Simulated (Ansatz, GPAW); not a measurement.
# Optical response of RbS3F (model structure), part 3 of 3

Aim: the dielectric function of RbS3F (model structure), and the optical constants that follow from it. The cell was made here by substitution or stacking, whether or not such a phase is known. It was built so: All Cl replaced by F and O replaced by S in the R3m structure of RbClO3. The cell is first relaxed with Ansatz.

GPAW 26.7.0; DFT, RPBE, plane-wave PAW (GPAW data sets), scalar-relativistic, RPA, optical limit.

So far. Step 3 (Ground state): There is a gap, 1.89 eV on this mesh (points off the mesh can give less), so no carriers' term is needed.

### Step 5. Dielectric function, RPA (continued)

Re ε against photon energy:

| photon energy (eV) | E ∥ x | E ∥ z |
| --- | --- | --- |
| 0 | 2.66 | 1.82 |
| 2 | 2.94 | 1.88 |
| 4 | 3.80 | 1.97 |
| 6 | 1.59 | 2.02 |
| 8 | 1.63 | 1.65 |
| 10 | 1.57 | 1.40 |
| 12 | 0.867 | 1.41 |
| 14 | 0.868 | 1.32 |
| 16 | 0.537 | 1.07 |
| 18 | 0.608 | 1.07 |

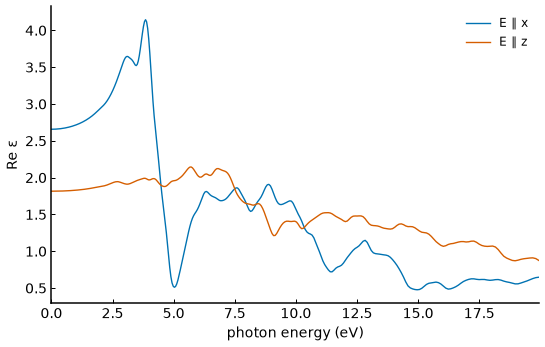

Re ε against photon energy.

The Im ε, E ∥ x has structure finer than the step of the table below, so its rows give means over 1 eV, whole bins alone (the curve runs from 0 to 19.9 eV). Peaks (eV: height): without local fields 4.2: 4.07, 5.6: 5.06, 7.8: 3.60, 17.5: 1.29; with local fields 4.4: 3.05, 10.3: 1.59.

Values under the direct gap are tails of Lorentzian lines. Im ε, E ∥ x against photon energy; means over each step:

| photon energy (eV) | without local fields | with local fields |
| --- | --- | --- |
| 1 | 0.0433 | 0.0261 |
| 2 | 0.145 | 0.0928 |
| 3 | 1.00 | 0.596 |
| 4 | 3.18 | 2.29 |
| 5 | 3.39 | 1.86 |
| 6 | 3.29 | 0.737 |
| 7 | 2.52 | 0.926 |
| 8 | 3.21 | 1.06 |
| 9 | 1.96 | 1.17 |
| 10 | 1.70 | 1.47 |
| 11 | 0.964 | 1.47 |
| 12 | 0.797 | 0.970 |
| 13 | 0.699 | 1.07 |
| 14 | 0.368 | 1.19 |
| 15 | 0.407 | 0.933 |
| 16 | 0.553 | 0.743 |
| 17 | 0.961 | 0.574 |
| 18 | 0.966 | 0.545 |
| 19 | 0.470 | 0.453 |

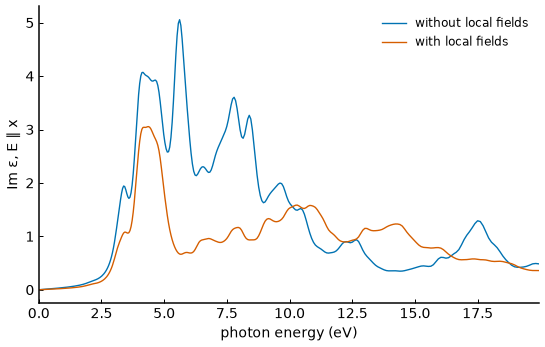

Im ε, E ∥ x, plotted against photon energy.

The reflectivity at normal incidence has structure finer than the step of the table below, so its rows give means over 1 eV, whole bins alone (the curve runs from 0 to 19.9 eV). Peaks (eV: height): E ∥ x 4.1: 16.1, 11.1: 9.01, 14.6: 8.82; E ∥ z 4.2: 3.06, 5.8: 3.94, 7.3: 4.97, 8.7: 4.31, 12.9: 3.08, 15.6: 3.53, 18.5: 3.84.

Table of reflectivity at normal incidence by photon energy; means over each step:

| photon energy (eV) | E ∥ x (%) | E ∥ z (%) |
| --- | --- | --- |
| 1 | 6.02 | 2.25 |
| 2 | 7.00 | 2.46 |
| 3 | 9.64 | 2.70 |
| 4 | 14.4 | 2.95 |
| 5 | 11.5 | 2.92 |
| 6 | 3.16 | 3.72 |
| 7 | 4.33 | 4.50 |
| 8 | 4.92 | 4.02 |
| 9 | 5.66 | 3.30 |
| 10 | 7.29 | 2.18 |
| 11 | 8.44 | 2.15 |
| 12 | 5.01 | 2.52 |
| 13 | 5.10 | 2.87 |
| 14 | 6.90 | 2.63 |
| 15 | 7.51 | 3.16 |
| 16 | 5.89 | 3.09 |
| 17 | 4.04 | 2.78 |
| 18 | 3.63 | 3.35 |
| 19 | 3.44 | 3.32 |

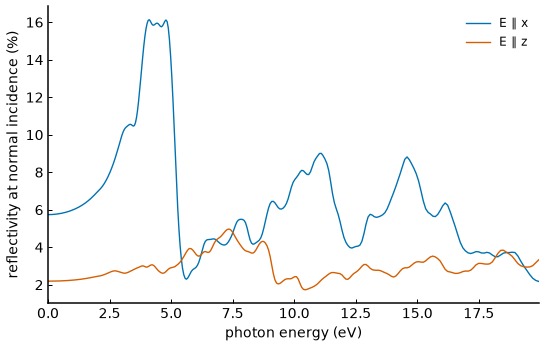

Reflectivity at normal incidence against photon energy.

Table of refractive index n and extinction k by photon energy:

| photon energy (eV) | n, E ∥ x | k, E ∥ x | n, E ∥ z | k, E ∥ z |
| --- | --- | --- | --- | --- |
| 0 | 1.63 | 0 | 1.35 | 0 |
| 2 | 1.71 | 0.0268 | 1.37 | 0.00938 |
| 4 | 2.05 | 0.652 | 1.41 | 0.0778 |
| 6 | 1.29 | 0.268 | 1.43 | 0.172 |
| 8 | 1.35 | 0.430 | 1.32 | 0.326 |
| 10 | 1.37 | 0.557 | 1.21 | 0.272 |
| 12 | 1.03 | 0.447 | 1.22 | 0.273 |
| 14 | 1.08 | 0.556 | 1.18 | 0.290 |
| 16 | 0.862 | 0.454 | 1.10 | 0.363 |
| 18 | 0.843 | 0.320 | 1.10 | 0.367 |

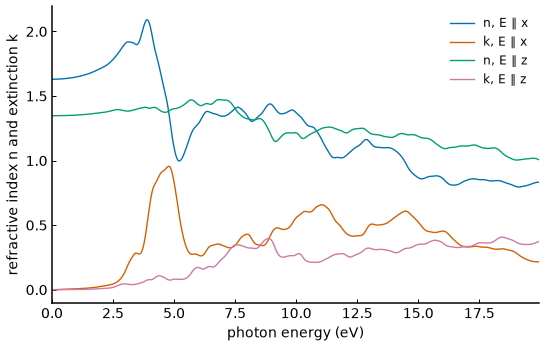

Refractive index n and extinction k, plotted against photon energy.

At chosen wavelengths:

| wavelength (nm) | n x | k x | R (%) x | 1/α x | n z | k z | R (%) z | 1/α z |
| --- | --- | --- | --- | --- | --- | --- | --- | --- |
| 1064 | 1.65 | 0.009 | 6.1 | 9.2 µm | 1.35 | 0.003 | 2.3 | 32 µm |
| 800 | 1.68 | 0.014 | 6.4 | 4.4 µm | 1.36 | 0.004 | 2.3 | 15 µm |
| 532 | 1.75 | 0.036 | 7.5 | 1.2 µm | 1.38 | 0.013 | 2.6 | 3.3 µm |
| 450 | 1.84 | 0.075 | 8.9 | 480 nm | 1.39 | 0.037 | 2.7 | 959 nm |
| 405 | 1.92 | 0.171 | 10.2 | 189 nm | 1.38 | 0.044 | 2.6 | 725 nm |
| 308 | 2.04 | 0.684 | 15.9 | 36 nm | 1.41 | 0.078 | 2.9 | 316 nm |
| 193 | 1.38 | 0.329 | 4.4 | 47 nm | 1.44 | 0.180 | 3.8 | 85 nm |

Below the direct gap, k and the depth come from the tails of the Lorentzian lines, not from transitions.

Rows near the edge hang on the gap, which this functional as a rule makes too small, and phonon-assisted absorption is left out.

At 1064 nm the birefringence n(z) − n(x) is -0.300: the crystal is uniaxial negative at this level.

### Step 6. Outcome

| Quantity | Value |
| --- | --- |
| electronic dielectric constant ε∞, mean over x, y and z (by symmetry where fewer were run) (RPA) | 2.38 |
| main peak of Im epsilon, first axis | 4.36 eV |

In words: At this level (RPBE, RPA) RbS3F has a mean ε∞ = 2.38 and n = 1.64 at 1550 nm (E ∥ x), and Im ε peaks at 4.4 eV (E ∥ x). The cell grew by 56.3 % in volume. On the mesh the gap is 1.88 eV and the least direct gap 1.88 eV. Local fields change the static value along x from 3.64 to 2.66 (-27 %). Distinct maxima of Im ε, read by a parabola through the highest points, lie at 4.36 eV (3.1), 7.94 eV (1.2), 10.28 eV (1.6) and 14.25 eV (1.2) for E ∥ x. The static values by axis are 2.66 (x), 1.82 (z). At 1064 nm the birefringence n(z) − n(x) is -0.300: the crystal is uniaxial negative at this level. Excitons and phonon-assisted transitions are missing; RPBE gaps are as a rule too small, which pulls the onset down and ε∞ up. The sum runs over mesh points, so small or evenly spaced maxima can still be ripples of the mesh. The cell grew by 56 % in the relaxation, which can come from the guessed start or, where layers or molecules are weakly bound, from the missing dispersion term; a larger cell lowers ε. In this version of GPAW the matrix elements of the optical limit are incomplete, which can lower ε − 1 by up to a tenth where first-row anions or d states rule, and shift it by more in d metals. Besides steps told in other documents, this task had 2 runs with a known fault of program or setting; those not told in a step above aren't shown.

[Hosts, paths, dates, database ids (printed as entryN), source tags and the programs' standing remarks are cut or masked in the printed files.]
